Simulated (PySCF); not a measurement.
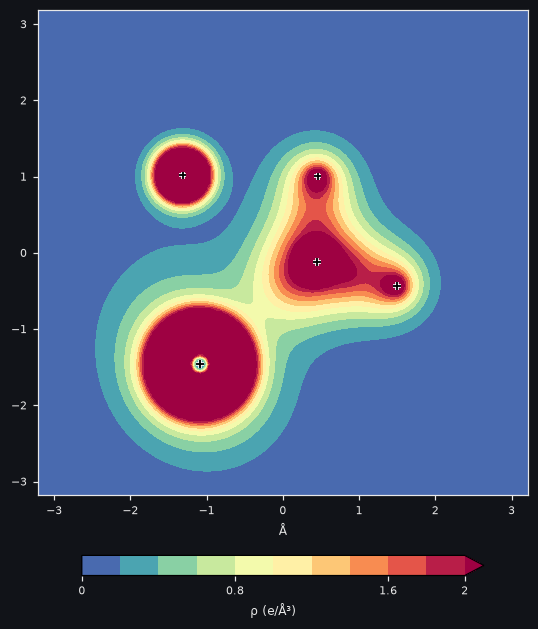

The electron density on a plane through atoms (crosses mark nuclei in the plane).

Method: Gaussian-basis quantum chemistry of an isolated molecule with PySCF, energy and nuclear gradient, functional PBE0 (PySCF).

Candidates:
A. CH2LiSb
B. AlGaH3O2 (charge +1)
C. FSbSi

**Which system is this?**

Candidate A: CH2LiSb on the molecular plane, which holds C, Li, Sb and H. C–Sb (2.04 Å): ρ at the midpoint is about 0.83 e/Å³. C–Li (2.10 Å): the density is about 0.32 e/Å³ at the midpoint.
